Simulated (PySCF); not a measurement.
## Run report: AlOCl, frequency calculation

AlOCl, computed with RKS-based PBE0, Al def2-TZVP, O def2-TZVP, Cl def2-TZVP; non-relativistic Hamiltonian; density fitting (PySCF 2.14.0).

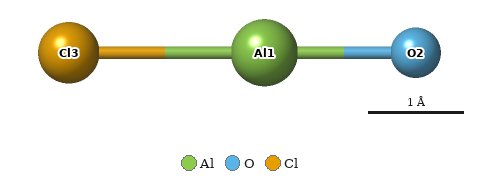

Figure 1. The structure as given in the input (ball-and-stick view, seen at a tilt; atoms are numbered from 1 in the order of the input). Sticks mark near contacts. Bond lengths as drawn: Al–Cl 2.06 Å and Al–O 1.59 Å.

Summary:

| quantity | value |
| --- | --- |
| outcome | converged |
| total energy | −777.610397 hartree |
| HOMO | −7.90 eV |
| LUMO | −2.60 eV |
| zero-point energy | 0.004535 hartree |
| dipole moment | 3.99 D |
| wavenumbers, lowest and highest | 180 and 1137 cm⁻¹ |
| hardware | 2 threads of Arm Neoverse N1, 98 GiB of memory available, shared host |
| wall time | 25 s (CPU time 44 s) |
| peak memory | 0.93 GiB |

Input:
```python
from pyscf import gto, scf, dft
mol = gto.M(atom='''
Al     0.000000    -0.000000    -0.596902
O      0.000000    -0.000000    -2.189229
Cl     0.000000     0.000000     1.461926''',
    basis={'Al': 'def2-TZVP', 'O': 'def2-TZVP', 'Cl': 'def2-TZVP'},
    charge=0, spin=0)
mf = dft.RKS(mol, xc='PBE0')
mf.grids.atom_grid = (75, 302)
aux = {'Al': 'def2-universal-JKFIT', 'O': 'def2-universal-JKFIT', 'Cl': 'def2-universal-JKFIT'}
mf = mf.density_fit(auxbasis=aux)
mf.conv_tol = 1e-09
mf.diis_space = 10
mf.max_cycle = 60
mf.verbose = 4
mf.kernel()
```

The script is an equivalent of the set-up of the self-consistent field. The run itself was carried out by a driver, which started from the orbitals of the step before it where there was one and computed the further properties.

Launch command:
```bash
OMP_NUM_THREADS=2 python axn.py task.json out
```

The program's output:
```
init E= -777.610396692554
  HOMO = -0.290156462969832  LUMO = -0.0955998610893047  gap/eV = 5.29415
cycle= 1 E= -777.610396692552  delta_E= 2.27e-12  |g|= 4.35e-06  |ddm|= 5.7e-06
  HOMO = -0.290157821676697  LUMO = -0.095600228900139  gap/eV = 5.29418
Extra cycle  E= -777.610396692543  delta_E= 9.55e-12  |g|= 8.11e-06  |ddm|= 7.97e-06
converged SCF energy = -777.610396692543
```

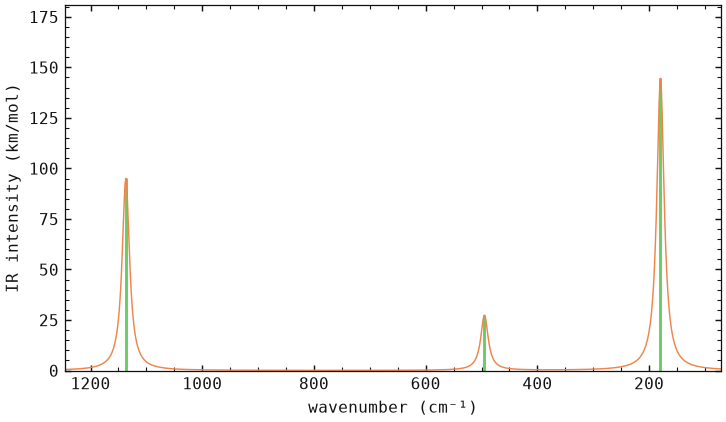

Figure 2. Harmonic infrared spectrum, unscaled: sticks (degenerate modes added up, dark ones marked on the axis) with a Lorentzian envelope of 16 cm⁻¹ full width, scaled to the tallest stick. 4 modes from 180 to 1137 cm⁻¹, none imaginary. The strongest line is at 180 cm⁻¹ (145 km/mol). All modes, in cm⁻¹ (km/mol): 180 (72), 180 (72), 495 (27), 1137 (95).

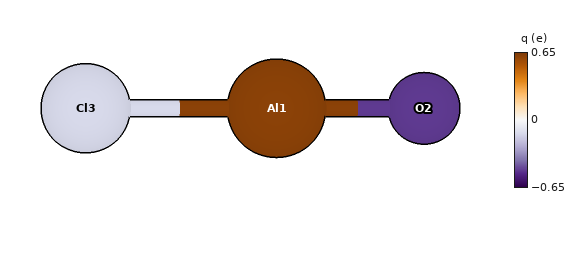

Figure 3. Mulliken charges, as the colour of each atom (ball-and-stick view, seen on its broad side; atoms are numbered from 1 in the order of the input). By element: Al +0.62, O −0.49 and Cl −0.13 e.
